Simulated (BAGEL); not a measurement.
# CH4AlFS (SMILES [CH3][Al]([F])[SH]) at RI-MP2/cc-pVDZ (density fitting with qzvpp-jkfit)

Aim: the energy change on altering one bond length of CH4AlFS at RI-MP2/cc-pVDZ (density fitting with qzvpp-jkfit), from 2 runs. 

The calculation is run with BAGEL 1.2.2.

5 further runs of the same task are left out: 2 that didn't finish, 3 set aside as unsound or not needed. Runs told in other sessions of the task aren't counted.

## Step 1: The structure to begin with

CH4AlFS: 8 atoms, total charge 0, spin state singlet. As SMILES, `[CH3][Al]([F])[SH]`. The shape is that of a PBE0-D4/def2-TZVP optimisation. This is one conformer, not always the lowest.

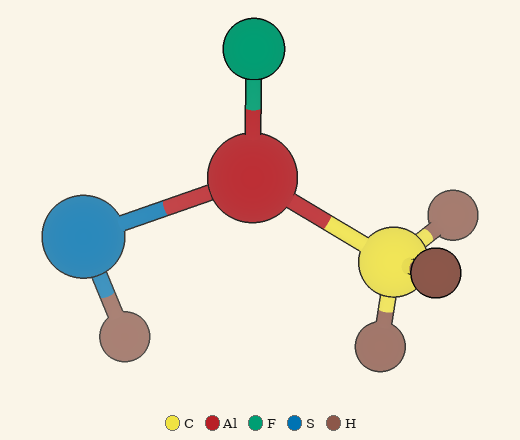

The structure, seen from a chosen angle (carbon yellow, aluminium red, fluorine teal, sulfur blue, hydrogen brown).

## Step 2: A single-point energy at RI-MP2/cc-pVDZ (density fitting with qzvpp-jkfit)

job.json reads:

```json
{ "bagel": [

{
  "title": "molecule",
  "basis": "cc-pvdz.json",
  "df_basis": "qzvpp-jkfit",
  "angstrom": true,
  "geometry": [
    { "atom": "C", "xyz": [      -0.164800,       1.144700,      -0.030300 ] },
    { "atom": "Al", "xyz": [       0.702600,      -0.583900,      -0.058200 ] },
    { "atom": "F", "xyz": [       2.341300,      -0.684100,      -0.222200 ] },
    { "atom": "S", "xyz": [      -0.295900,      -2.510100,       0.113800 ] },
    { "atom": "H", "xyz": [      -1.250400,       1.067300,       0.056300 ] },
    { "atom": "H", "xyz": [       0.201100,       1.741800,       0.810100 ] },
    { "atom": "H", "xyz": [       0.065400,       1.703100,      -0.942200 ] },
    { "atom": "H", "xyz": [      -1.507100,      -1.935800,       0.216800 ] }
  ]
},

{
  "title": "hf"
},

{
  "title": "mp2",
  "ncore": 12
}

]}
```

The basis set cc-pVDZ is read from a file made from the Basis Set Exchange's data (not shown).

On the command line:

```console
$ BAGEL_NUM_THREADS=1 BAGEL job.json > job.out
```

Output:

```text
* using 1 threads per process

  ===============================================================
  ===============================================================

  *** Geometry ***

  { "atom" : "C", "xyz" : [     -0.311427,      2.163169,     -0.057259 ] },
  { "atom" : "Al", "xyz" : [      1.327722,     -1.103411,     -0.109982 ] },
  { "atom" : "F", "xyz" : [      4.424416,     -1.292762,     -0.419897 ] },
  { "atom" : "S", "xyz" : [     -0.559170,     -4.743402,      0.215051 ] },
  { "atom" : "H", "xyz" : [     -2.362914,      2.016905,      0.106392 ] },
  { "atom" : "H", "xyz" : [      0.380024,      3.291525,      1.530867 ] },
  { "atom" : "H", "xyz" : [      0.123588,      3.218393,     -1.780500 ] },
  { "atom" : "H", "xyz" : [     -2.848006,     -3.658132,      0.409693 ] },

  Number of auxiliary basis functions:      480

  Since a DF basis is specified, we compute 2- and 3-index integrals:
    o Being stored without compression. Storage requirement is 0.027 GB

  Number of basis functions:       84
  Number of electrons      :       48

    * METHOD: MOLECULE                             0.24

  *** RHF ***

  === Nuclear Repulsion ===
   195.5365090362

      * DIIS with orbital gradients will be used.

  === RHF iteration (cc-pvdz.json) ===
      0       -779.00681817          0.01567633           0.07
      1       -779.15628373          0.00904649           0.06
      2       -779.22008460          0.00149794           0.06
      3       -779.22196645          0.00057522           0.06
      4       -779.22222765          0.00008223           0.06
      5       -779.22223735          0.00002410           0.06
      6       -779.22223824          0.00000867           0.06
      7       -779.22223834          0.00000234           0.06
      8       -779.22223835          0.00000104           0.06
      9       -779.22223835          0.00000023           0.06
     10       -779.22223835          0.00000007           0.06
     11       -779.22223835          0.00000003           0.06
     12       -779.22223835          0.00000001           0.06
    * SCF iteration converged.

    * Permanent dipole moment:
           (    0.919474,    -0.754708,    -0.066919) a.u.

    * METHOD: HF                                   1.00

  *** RHF ***

  === Nuclear Repulsion ===
   195.5365090362

      * DIIS with orbital gradients will be used.

  === RHF iteration (cc-pvdz.json) ===
      0       -779.22223835          0.00000000           0.06
    * SCF iteration converged.

    * Permanent dipole moment:
           (    0.919474,    -0.754708,    -0.066919) a.u.

  === DF-MP2 calculation ===

    * freezing 12 orbitals
    * 3-index integral transformation done
    * assembly done

      MP2 correlation energy:   -0.5277765394      0.03

      MP2 total energy:       -779.7500148928

    * METHOD: MP2                                  0.17

  ===============================================================
```

It took 1.6 s on 1 thread of Arm Neoverse V1, shared host; peak memory 0.12 GiB.

## Step 3: The distorted shape at the same level

mp2.json reads:

```json
{ "bagel": [

{
  "title": "molecule",
  "basis": "cc-pvdz.json",
  "df_basis": "qzvpp-jkfit",
  "angstrom": true,
  "geometry": [
    { "atom": "C", "xyz": [    0.804128,    0.685275,   -0.112697 ] },
    { "atom": "Al", "xyz": [    1.671528,   -1.043325,   -0.140597 ] },
    { "atom": "F", "xyz": [    3.310228,   -1.143525,   -0.304597 ] },
    { "atom": "S", "xyz": [    0.673028,   -2.969525,    0.031403 ] },
    { "atom": "H", "xyz": [   -0.281472,    0.607875,   -0.026097 ] },
    { "atom": "H", "xyz": [    1.170028,    1.282375,    0.727703 ] },
    { "atom": "H", "xyz": [    1.034328,    1.243675,   -1.024597 ] },
    { "atom": "H", "xyz": [   -1.507100,   -1.935800,    0.216800 ] }
  ]
},
{
  "title": "hf"
},
{
  "title": "mp2",
  "ncore": 12
}

]}
```

The basis set cc-pVDZ is read from a file made from the Basis Set Exchange's data (not shown).

On the command line:

```console
$ BAGEL_NUM_THREADS=1 BAGEL mp2.json > mp2.out
```

Output:

```text
* using 1 threads per process

  ===============================================================
  ===============================================================

  *** Geometry ***

  { "atom" : "C", "xyz" : [      1.519582,      1.294982,     -0.212966 ] },
  { "atom" : "Al", "xyz" : [      3.158730,     -1.971599,     -0.265690 ] },
  { "atom" : "F", "xyz" : [      6.255424,     -2.160949,     -0.575605 ] },
  { "atom" : "S", "xyz" : [      1.271839,     -5.611589,      0.059343 ] },
  { "atom" : "H", "xyz" : [     -0.531905,      1.148717,     -0.049316 ] },
  { "atom" : "H", "xyz" : [      2.211032,      2.423338,      1.375159 ] },
  { "atom" : "H", "xyz" : [      1.954597,      2.350205,     -1.936208 ] },
  { "atom" : "H", "xyz" : [     -2.848006,     -3.658132,      0.409693 ] },

  Number of auxiliary basis functions:      480

  Since a DF basis is specified, we compute 2- and 3-index integrals:
    o Being stored without compression. Storage requirement is 0.027 GB

  Number of basis functions:       84
  Number of electrons      :       48

    * METHOD: MOLECULE                             0.24

  *** RHF ***

  === Nuclear Repulsion ===
   191.9345050444

      * DIIS with orbital gradients will be used.

  === RHF iteration (cc-pvdz.json) ===
      0       -778.81725196          0.01636618           0.07
      1       -778.99100239          0.00956082           0.07
      2       -779.06454632          0.00157570           0.07
      3       -779.06712048          0.00062641           0.07
      4       -779.06752504          0.00012302           0.07
      5       -779.06755404          0.00003671           0.07
      6       -779.06755669          0.00001270           0.07
      7       -779.06755702          0.00000669           0.07
      8       -779.06755712          0.00000339           0.07
      9       -779.06755717          0.00000139           0.07
     10       -779.06755718          0.00000045           0.07
     11       -779.06755718          0.00000014           0.07
     12       -779.06755718          0.00000006           0.07
     13       -779.06755718          0.00000002           0.07
     14       -779.06755718          0.00000001           0.07
    * SCF iteration converged.

    * Permanent dipole moment:
           (    0.693855,    -0.672658,    -0.046902) a.u.

    * METHOD: HF                                   1.19

  *** RHF ***

  === Nuclear Repulsion ===
   191.9345050444

      * DIIS with orbital gradients will be used.

  === RHF iteration (cc-pvdz.json) ===
      0       -779.06755718          0.00000001           0.06
    * SCF iteration converged.

    * Permanent dipole moment:
           (    0.693854,    -0.672658,    -0.046902) a.u.

  === DF-MP2 calculation ===

    * freezing 12 orbitals
    * 3-index integral transformation done
    * assembly done

      MP2 correlation energy:   -0.5468957464      0.03

      MP2 total energy:       -779.6144529222

    * METHOD: MP2                                  0.18

  ===============================================================
```

Wall time 1.8 s (1 thread of Arm Neoverse V1, shared host); peak memory 0.12 GiB.

## Step 4: Summary of results

At RI-MP2/cc-pVDZ (density fitting with qzvpp-jkfit), 12 core orbitals frozen:

```
                                                         quantity          value
                                        first shape: total energy  -779.75001 Eh
        first shape: correlation energy (12 core orbitals frozen)     -527.8 mEh
                                    distorted shape: total energy  -779.61445 Eh
    distorted shape: correlation energy (12 core orbitals frozen)     -546.9 mEh
energy change with the S4–H8 bond stretched from 1.344 to 2.420 Å       3.689 eV
```

With the S4–H8 bond stretched from 1.344 to 2.420 Å the energy rises by 3.69 eV (85 kcal/mol). The first shape isn't relaxed at this level, so the change isn't measured from a minimum. A restricted reference can't describe the breaking bond well at this length.
